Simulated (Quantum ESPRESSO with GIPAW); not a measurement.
## KF (Carobbiite): NMR parameters from first principles

Aim: the magnetic shielding of every site in KF (Carobbiite).

What was measured: 19F isotropic shift -133.3 ppm, in “NMR parameters in alkali, alkaline earth and rare earth fluorides from first principle calculations” (2011; arXiv:1105.1645). Shifts are on the scales named with the reference lines below. The 39K shift is 22.6 ppm against aqueous K+, in “Computation of NMR Shielding Constants for Solids Using an Embedded Cluster Approach with DFT, Double-Hybrid DFT, and MP2” (2020; PMC7659039), quoting earlier work.

Main program and level: Quantum ESPRESSO with GIPAW 8.0dev (patched build); DFT, PBE, plane-wave PAW (pslibrary 1.0.0 recipes), scalar-relativistic, GIPAW; a patched development version of the program.

## Step 1: The starting structure

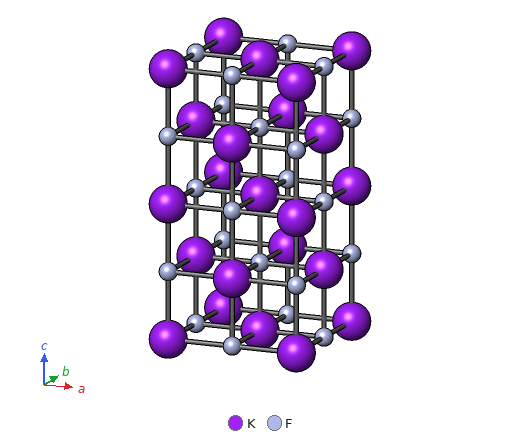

The starting structure, seen slightly off an axis (potassium purple, fluorine light blue). 1×1×2 cells are drawn. This picture shows the conventional cell, with its axes. Some periodic images of atoms are drawn too.

The cell is an entry of the Crystallography Open Database.

A relaxation of the atoms beforehand (Quantum ESPRESSO with GIPAW) moved none by more than 0.003 Å.

## Step 2: The SCF step

First the ground state. The response equations take the occupied wavefunctions as exact, so conv_thr is set much tighter than for an energy. No empty states are asked for: the response is solved without them. The mesh has a spacing of 0.41 Å⁻¹ at most. The PAW files were made with ld1.x from the pslibrary 1.0.0 recipes, with GIPAW reconstruction switched on (the recipe of F slightly mended, as the packaged one fails to give a sound file).

Contents of scf.in:

```
&control
  calculation = 'scf'
  prefix = 'x'
  outdir = './tmp/'
  pseudo_dir = './'
/
&system
  ibrav = 0
  nat = 2
  ntyp = 2
  ecutwfc = 55
  ecutrho = 330
  nbnd = 8
/
&electrons
  conv_thr = 1.0d-10
  mixing_beta = 0.7
  electron_maxstep = 100
/
ATOMIC_SPECIES
  K 39.098 K.pbe-spn-kjpaw_psl.1.0.0-gipaw.UPF
  F 18.998 F.pbe-n-kjpaw_psl.1.0.0-gipaw.UPF
CELL_PARAMETERS angstrom
  0.00000000 2.67185000 2.67185000
  2.67185000 0.00000000 2.67185000
  2.67185000 2.67185000 0.00000000
ATOMIC_POSITIONS crystal
  K 0.00000000 0.00000000 0.00000000
  F 0.50000000 0.50000000 0.50000000
K_POINTS automatic
  5 5 5 0 0 0
```

The run is started by

```
mpirun -np 4 pw.x -nk 4 -in scf.in > scf.out
```

The log of the run:

```text
using ibrav=0 with symmetry is DISCOURAGED, use correct ibrav instead

     bravais-lattice index     =            0
     lattice parameter (alat)  =       7.1405  a.u.
     unit-cell volume          =     257.4322 (a.u.)^3
     number of atoms/cell      =            2
     number of atomic types    =            2
     number of electrons       =        16.00
     number of Kohn-Sham states=            8
     kinetic-energy cutoff     =      55.0000  Ry
     charge density cutoff     =     330.0000  Ry
     scf convergence threshold =      1.0E-10
     mixing beta               =       0.7000
     number of iterations used =            8  plain     mixing
     Exchange-correlation= SLA-PW-PBX-PBC
                           (   1   4   3   4   0   0   0)
[...]
K                 9.00    39.09800     K ( 1.00)
     F                 7.00    18.99800     F ( 1.00)

     48 Sym. Ops., with inversion, found
[...]
number of k points=    10
[...]
Dense  grid:    26229 G-vectors     FFT dimensions: (  45,  45,  45)

     Smooth grid:    14211 G-vectors     FFT dimensions: (  36,  36,  36)

     Check: negative core charge=   -0.000002

     Initial potential from superposition of free atoms

     starting charge      15.9812, renormalised to      16.0000
     Starting wfcs are   12 randomized atomic wfcs

     Self-consistent Calculation

     iteration #  1     ecut=    55.00 Ry     beta= 0.70
     Davidson diagonalization with overlap
     ethr =  1.00E-02,  avg # of iterations =  1.0

     total energy              =    -172.45784849 Ry
     estimated scf accuracy    <       0.31122286 Ry

     iteration #  2     ecut=    55.00 Ry     beta= 0.70
     Davidson diagonalization with overlap
     ethr =  1.95E-03,  avg # of iterations =  3.3

     total energy              =    -172.50335333 Ry
     estimated scf accuracy    <       0.54265327 Ry

     iteration #  3     ecut=    55.00 Ry     beta= 0.70
     Davidson diagonalization with overlap
     ethr =  1.95E-03,  avg # of iterations =  2.0

     total energy              =    -172.61364193 Ry
     estimated scf accuracy    <       0.00195891 Ry

[...]
total energy              =    -172.61581272 Ry
[...]
iteration # 12     ecut=    55.00 Ry     beta= 0.70
     Davidson diagonalization with overlap
     ethr =  1.11E-12,  avg # of iterations =  1.6

     total energy              =    -172.61581272 Ry
     estimated scf accuracy    <          3.1E-10 Ry

     iteration # 13     ecut=    55.00 Ry     beta= 0.70
     Davidson diagonalization with overlap
     ethr =  1.11E-12,  avg # of iterations =  2.0

     End of self-consistent calculation
     [one-electron energies left out]

!    total energy              =    -172.61581272 Ry
     total all-electron energy =     -1404.267242 Ry
     estimated scf accuracy    <          6.2E-11 Ry

     The total energy is the sum of the following terms:
     one-electron contribution =     -41.43843680 Ry
     hartree contribution      =      29.03607638 Ry
     xc contribution           =     -20.99783849 Ry
     ewald contribution        =     -72.62121304 Ry
     one-center paw contrib.   =     -66.59440078 Ry

     convergence has been achieved in  13 iterations
[...]
JOB DONE.
```

The job ended after 4.7 s (4 MPI ranks of Arm Neoverse V1, shared host; peak memory 0.42 GiB).

It converged in 13 cycles to an estimated accuracy of 6e-11 Ry, on 10 irreducible k-points.

## Step 3: Shieldings

The job finds the current that a weak uniform field induces (applied as a long wave, q_gipaw) and the field that this current makes at each nucleus. On atoms with p or d valence electrons much of the paramagnetic part arises close to the nucleus, where the PAW partial waves rebuild the true states. pawproj makes the reconstruction use the PAW data sets' own projectors.

Contents of nmr.in:

```
&inputgipaw
  job = 'nmr'
  prefix = 'x'
  tmp_dir = './tmp/'
  restart_mode = 'from_scratch'
  verbosity = 'low'
  q_gipaw = 0.01
  spline_ps = .true.
  conv_threshold = 1.0d-11
  use_nmr_macroscopic_shape = .false.
  pawproj(1) = .true.
  pawproj(2) = .true.
/
```

The run is started by

```
mpirun -np 4 gipaw.x -in nmr.in > nmr.out
```

The log of the run:

```text
[banner, memory and clock lines left out]
[a note of our patched build left out]

     Parallelizing q-star over 1 images

     IMPORTANT: XC functional enforced from input :
     Exchange-correlation= PBE
                           (   1   4   3   4   0   0   0)
     Any further DFT definition will be discarded
     Please, verify this is what you really want

     Check: negative core charge=   -0.000002
[...]
projs nearly linearly dependent: l=0  n1,n2= 1, 2  s=  0.99585241
[...]
alpha_pv=     52.2527 eV

     spline_ps is .false., expect some extrapolation errors

     q-space interpolation up to    66.00 Rydberg

     GIPAW job: nmr
     NMR macroscopic correction: no
[...]
Computing the magnetic susceptibility     isolve=0    ethr=  0.1000E-10
     Starting from scratch
     k-point #    1 of    10      pool #  1    cpu time:       0.5
[...]
End of magnetic susceptibility calculation

     f-sum rule (1st term):
           -15.3545          0.0000          0.0000
             0.0000        -15.3545          0.0000
            -0.0000          0.0000        -15.3545

     f-sum rule (2nd term):
            -0.4529          0.0000          0.0000
             0.0000         -0.4529          0.0000
             0.0000          0.0000         -0.4529

     f-sum rule (should be   -15.8037):
           -15.8074          0.0000          0.0000
             0.0000        -15.8074          0.0000
             0.0000          0.0000        -15.8074

[... susceptibilities left out ...]
     Contributions to the NMR chemical shifts: -------------------------------

     Macroscopic shape contribution in ppm:                    0.00
             0.0000          0.0000          0.0000
             0.0000          0.0000          0.0000
             0.0000          0.0000          0.0000

     Core contribution in ppm:

     Atom  1  K   pos: (  0.000000  0.000000  0.000000)  core sigma:        1193.41
     Atom  2  F   pos: (  0.707107  0.707107  0.707107)  core sigma:         306.42

     Bare contribution in ppm:

     Atom  1  K   pos: (  0.000000  0.000000  0.000000)  bare sigma:         118.09
[...]
Atom  2  F   pos: (  0.707107  0.707107  0.707107)  bare sigma:          83.56
[...]
Diamagnetic contribution in ppm:

     Atom  1  K   pos: (  0.000000  0.000000  0.000000)  dia sigma:          -4.08
[...]
Atom  2  F   pos: (  0.707107  0.707107  0.707107)  dia sigma:          42.91
[...]
Paramagnetic contribution in ppm:

     Atom  1  K   pos: (  0.000000  0.000000  0.000000)  para sigma:        -233.75
[...]
Atom  2  F   pos: (  0.707107  0.707107  0.707107)  para sigma:         140.16
[...]
Paramagnetic US occ-occ contribution in ppm:

     Atom  1  K   pos: (  0.000000  0.000000  0.000000)  para_oo sigma:          -1.49
[...]
Atom  2  F   pos: (  0.707107  0.707107  0.707107)  para_oo sigma:           0.89
[...]
Paramagnetic US L_R Q_R contribution in ppm:

     Atom  1  K   pos: (  0.000000  0.000000  0.000000)  para_lq sigma:         102.70
[...]
Atom  2  F   pos: (  0.707107  0.707107  0.707107)  para_lq sigma:        -315.06
[...]
Total NMR chemical shifts in ppm: ---------------------------------------
     (adopting the Simpson convention for anisotropy and asymmetry)-----------

     Atom  1  K   pos: (  0.000000  0.000000  0.000000)  Total sigma:        1174.90
          1174.8958         -0.0000         -0.0000
            -0.0000       1174.8958         -0.0000
            -0.0000         -0.0000       1174.8958

     K       1    anisotropy:     -0.00    eta:    0.0000
[...]
Atom  2  F   pos: (  0.707107  0.707107  0.707107)  Total sigma:         258.88
           258.8803         -0.0000         -0.0000
             0.0000        258.8803         -0.0000
            -0.0000         -0.0000        258.8803

     F       2    anisotropy:     -0.00    eta:    0.0000
[...]
```

Elapsed: 18 s, on 4 MPI ranks; peak memory 0.31 GiB.

The f-sum rule is met to 0.0037 of 15.8 (0.02 %). Converged shieldings require that this miss be small, but a small miss does not prove them.

From the symmetric part of each tensor, with principal values σ11 ≤ σ22 ≤ σ33: σ_iso is their mean, the span is σ33 − σ11 and the skew 3(σ_iso − σ22)/span. (gipaw.x prints an anisotropy in another convention.)

```
site  atom no.  atoms in cell  σ_iso (ppm)  span (ppm)  skew
   K         1              1       1174.9         0.0     -
   F         2              1        258.9         0.0     -
```

The macroscopic shape term is switched off. For a spherical sample the valence susceptibility of this run would add about 8 ppm to every site, a rough estimate, since the susceptibility converges slowly and lacks part of the PAW terms. Differences within the crystal don't depend on it, but shieldings of different compounds can't be compared to better than a few ppm without it.

K and F sit on cubic site symmetry, where the tensor must be isotropic.

How the isotropic values are made up (ppm). The core part is that of the free atom's core; bare is the current of the smooth valence states; the last two are what the PAW spheres add to the diamagnetic and the paramagnetic current:

```
site    core   bare  reconstruction, dia  reconstruction, para
   K  1193.4  118.1                 -4.1                -132.5
   F   306.4   83.6                 42.9                -174.0
```

## Step 4: From shieldings to shifts

A shielding is counted from the bare nucleus and a shift from a reference compound, with the opposite sign. A fitted line does better than one reference, as its slope takes up part of the functional's error.

To turn shieldings into shifts, lines fitted to measured solids are used. 19F: δ = (120.8 − σ) / 1.162, zero at CFCl3, fitted to 6 measured values, from BaF2, CdF2, LiF, MgF2, NaF and ZnF2, with a scatter of 4.6 ppm r.m.s. (this compound left out) (CaF2 fall off this line, as semilocal functionals put their cations' empty d or f shells too low, and are left out), on σ without the shape term. Kinds of site that fitted badly were split off after the misses were seen, so the scatter is that of the points kept.

Covalently bonded atoms count as neighbours within 1.18 times the sum of their radii. Otherwise a cation's neighbours lie within 1.2 times its shortest bond (1.3 for large cations, each anion's radius taken off where they differ), and an anion's are the cations that count it.

```
site  atom no.  atoms in cell  surroundings  bonds (Å)  δ_iso (ppm)
   K         1              1           KF6      2.672            -
   F         2              1   bound to K6      2.672       -118.8
```

Simulated spectrum, 19F MAS at 25 kHz, 16.4 T (657.3 MHz), lines broadened by 2 ppm; rigid lattice, with dipolar and J couplings left out: a single narrow line at -118.8 ppm.

## Step 5: What the settings change

Each row names what was changed: another mesh tests the sampling of the zone; another functional shows how far the paramagnetic term hangs on the exchange-correlation form; another cutoff tests the basis.

Changes of σ_iso (ppm) against the run above (PBE, cutoffs 55 and 330 Ry, mesh 5×5×5, 89 s). Times are CPU times of pw.x and gipaw.x together, on 4 MPI ranks of Arm Neoverse V1, shared host; on a shared host they are rough.

```
                                      run  CPU time  f-sum miss      K      F
                               mesh 7×7×7   2.6 min      0.0036   +0.1   +0.2
                                      LDA      82 s      0.0037  -22.2  -23.9
cutoffs 40 and 320 Ry (coarse on purpose)      61 s       0.012   -3.9   +0.2
           mesh 4×4×4 (coarse on purpose)      73 s      0.0045   -0.7   -1.6
                                 Wu-Cohen      87 s      0.0037   -3.8   -2.8
```

The largest move is -23.9 ppm, on F, from LDA.

## Step 6: Comparison with the measured values

```
                 quantity  site  measured  calculated  difference
19F isotropic shift (ppm)     F    -133.3      -118.8       +14.5
```

Without a fitted line the measured shift still tests the calculation: for an exact theory σ + δ is one number for all compounds of a nucleus, up to the shape term, which is left out of σ and differs by some ppm between compounds.

```
nucleus, site  σ_iso (ppm)  measured δ (ppm)  σ + δ (ppm)  σ + δ of other compounds, same level
       39K, K       1174.9              22.6       1197.5                KCl 1200.1, KBr 1201.8
```

## Step 7: What came out

| Quantity | Value |
| --- | --- |
| 19F shift | -118.8 ppm |
| 39K shielding without shape term | 1174.9 ppm |

**Reading.** 19F has one site (bound to K6), with isotropic shift -118.8 ppm. For 39K, σ + δ is 1197.5 ppm here and 1201.0 ppm on average over 2 other sites: with that reference and slope one the shift would be off by +3.5 ppm. Verdict on the shifts: 19F poor, missed by 14.5 ppm at most, 3.1 times the scatter of its line. Going to mesh 7×7×7 changes no isotropic shielding by more than 0.22 ppm, so the main run is converged in that respect. A higher cutoff was not carried through on these files. The cheaper run with cutoffs 40 and 320 Ry takes about 70 % of the time and is off by 0.17 ppm on F, and by 3.9 ppm at most. The largest change with the functional is 23.9 ppm in absolute shielding; part of that drops out once each functional has its own reference line. This build of gipaw.x prints that it is not audited and that its numbers are no references by themselves. It also reports spline_ps as false although the input sets it; why was not traced.

[Banner, clock, file and message-heading lines were taken out of the pw.x and gipaw.x logs.]

[Logs are printed without paths, hosts, clocks, repeated set-up lines and the standing remarks that a program may print on its own settings, such as how far it seeks lower states.]

[Hosts, paths, dates, database ids (printed as entryN), source tags and the programs' standing remarks are cut or masked in the printed files.]

[Where no reference line passes its bar on scatter, no shift is given, so a measured shift of this compound may stand uncompared.]
